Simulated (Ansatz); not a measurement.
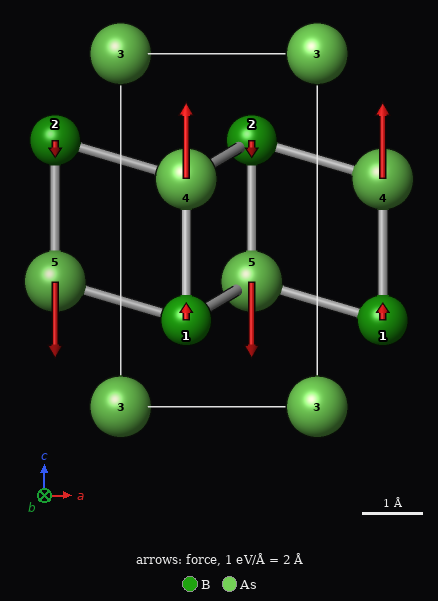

Starting geometry of solid B2As3 (built on the A-type sesquioxide_164 type) (coarse preliminary run) with the computed forces as red arrows. A ball-and-stick model of the cell of the calculation, seen along the b axis.

Case: A-type sesquioxide type (P-3m1, No. 164).

Computed with DFT r2SCAN, scalar-relativistic, plane waves, PAW (Ansatz).

The input:
```yaml
crystal:
  lattice:
    - [3.7955620913, 0.0, 0.0]
    - [-1.8977810457, 3.2870531927, 0.0]
    - [0.0, 0.0, 5.9052780761]
  atoms:
    - { symbol: B, position: [0.3333333333, 0.6666666667, 0.245] }
    - { symbol: B, position: [0.6666666667, 0.3333333333, 0.755] }
    - { symbol: As, position: [0.0, 0.0, 0.0] }
    - { symbol: As, position: [0.3333333333, 0.6666666667, 0.645] }
    - { symbol: As, position: [0.6666666667, 0.3333333333, 0.355] }
basis:
  ecutwfc: 500
kpoints:
  mp_grid: { grid: [6, 6, 4] }
hamiltonian:
  xc: r2scan
scf:
  occupations: { method: gaussian, width: 0.1 }
  lower_state_search: "off"
output:
  forces: true
  stress: true
  eigenvalues: true
relax:
  adjacent_minimum: "off"
  f_tol: 0.04
  max_steps: 70
  cell: { stress_tol: 0.4 }
```

Launched with:
```bash
ansatz run input.yaml --threads 1 --pin off --max-ram 2560MiB --backend cpu --events-out ev --progress --plain --runs-dir out
```

**Is this structure relaxed? If not, where do the atoms go?**

It isn't relaxed: the largest force vector, on As atoms, is 0.65 eV/Å. The final displacements follow the starting forces only in part (cosine between the two patterns 0.56). The energy falls by 2.719 eV per cell of the calculation in 11 accepted moves (13 points after the start). Largest force component: 0.65 eV/Å at the start, 0.038 eV/Å at the end. The pressure goes from −0.48 to −0.13 GPa. At 2 points the geometry stayed and the basis and grid were re-selected for the new cell (energy shift of 34.6 meV per cell of the calculation at most each time). The largest moves relative to the cell, 0.34 Å, are those of As4 and As5. As4 goes along +c. Largest moves by element: As 0.34 Å, B 0.32 Å. The volume changes by +2.4 %, with a = b 3.796 → 3.316 Å (−12.6 %), c 5.905 → 7.925 Å (+34.2 %). Near-neighbour distances that change, for instance: B1–As4 2.362 → 3.823 Å, As4–As5 2.781 → 3.537 Å, As3–As3 3.796 → 3.316 Å, B1–As5 2.286 → 2.094 Å. Bonds break: B1–As4 (2.36 → 3.82 Å), B2–As5 (2.36 → 3.82 Å). Bond angles that change, for instance: B1–As5–B1 112.3° → 104.7°, As5–B1–As5 112.3° → 104.7°. The space group stays P-3m1 (No. 164).
